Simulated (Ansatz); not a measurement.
C2HSi2 (SMILES C1=C2[Si]=[Si]12) (doublet)

```xyz
5

C    -0.0839   -1.4865   -0.8786
C     0.0265   -0.6765   -1.9443
Si    0.8768   -0.2551   -3.4859
Si    1.3544   -2.1379   -1.9227
H    -0.6809   -1.6301    0.0292
```

Geometry: PBE-D3(BJ)/def2-SVP.

Method: isolated molecule in a Gaussian basis; Kohn-Sham density functional theory, functional PBE0 (Ansatz).

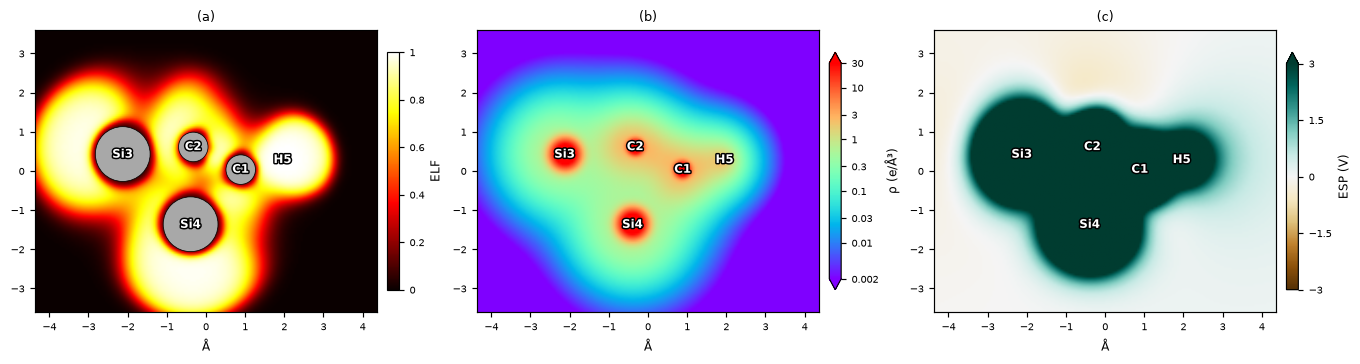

Figure 1. (a) electron localisation function; (b) total electron density; (c) electrostatic potential on the molecular plane. Grey discs cover the atomic cores in the ELF map.

Question: Read the bonding off the picture.

Answer: The section cuts through C, Si and H sites.
C–C (1.34 Å): the density is about 2.2 e/Å³ at the midpoint; the ELF peaks at about 0.90 between the atoms; a short, multiple covalent bond.
C–Si (1.81 Å): ρ at the midpoint is about 0.91 e/Å³; the ELF peaks at about 0.90 between the atoms; a covalent bond.
Si–Si (2.49 Å): ρ is about 0.46 e/Å³ halfway; the ELF peaks at about 0.75 between the atoms: localised, covalent bonding.
C–H (1.10 Å): the density is about 2 e/Å³ at the midpoint; the ELF climbs to about 1 towards the hydrogen, as it does in any bond to H (an ordinary covalent bond to hydrogen).
C–Si (1.89 Å): ρ is about 0.81 e/Å³ halfway; the ELF peaks at about 0.80 between the atoms: a covalent bond.
The ELF also peaks beside Si4 and Si3, away from the bonds: non-bonding electrons, paired or unpaired.
Outside the dense part of the molecule the potential is most negative (−0.5 V) near C2.

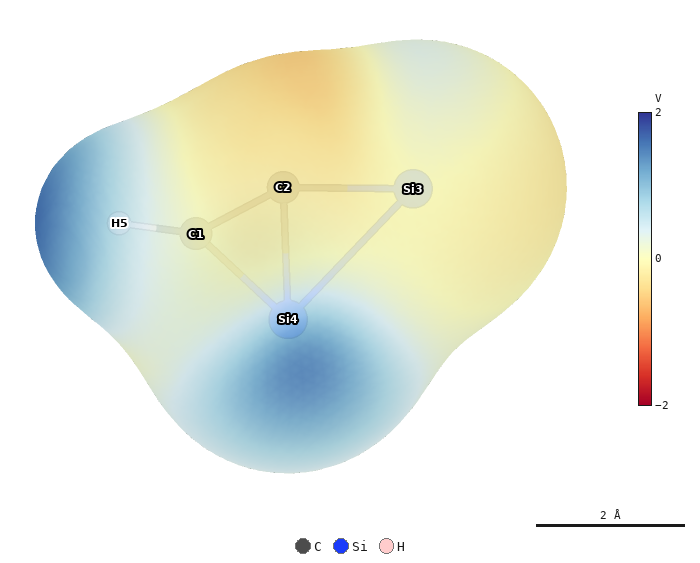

Figure 2. The electrostatic potential painted on the density surface at 0.002 e/bohr³, seen at a tilt; red is negative and blue positive.

Question: Where is the surface potential most negative and most positive?

Answer: The most negative region (about −0.5 V) lies over C2, the most positive (about +1.6 V) over H5.

Question: How polar is the molecule by this calculation?

Answer: Its dipole moment is 1.67 D.

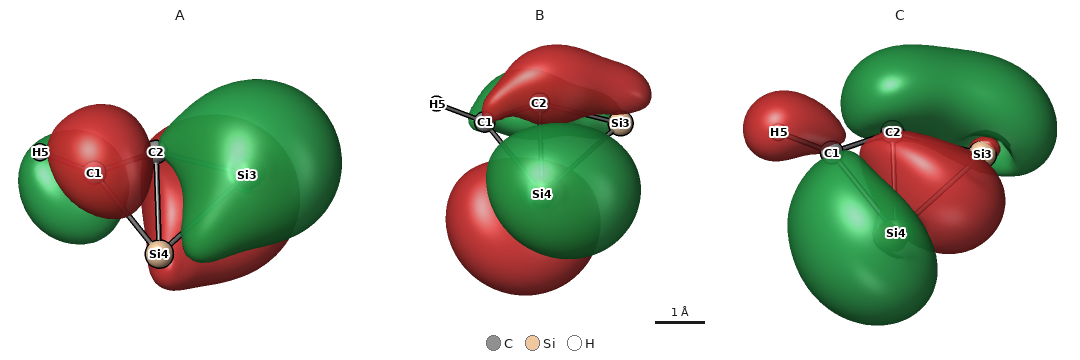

Figure 3. Three frontier orbitals at ±0.08 Å⁻³ᐟ² (green and red are the two phases), in no order.

Question: Order the three orbitals by energy and name them. All are α orbitals.

Answer: C is the HOMO−1 (α) (−7.31 eV). By Hirshfeld shares it lies mainly on Si4 (about 35 %), Si3 (about 25 %), C2 (about 25 %) and C1 (about 10 %); it is symmetric in the molecular plane (an in-plane orbital: σ, lone-pair or in-plane π type). A is the HOMO (α) (−5.39 eV). By Hirshfeld shares it lies mainly on Si3 (about 55 %), C1 (about 20 %) and C2 (about 10 %); it changes sign across the molecular plane (π type); π-bonding across C2–Si4; π-antibonding (a node) across C1–C2 and C1–Si4. B is the LUMO (α) (−2.38 eV). Its weight (Hirshfeld) is mainly on Si4 (about 75 %), C2 (about 10 %) and Si3 (about 10 %); it changes sign across the molecular plane (π type); π-bonding across C2–Si3.

Question: What is the gap between the highest occupied and lowest empty α orbitals?

Answer: 3.01 eV between the orbital energies.
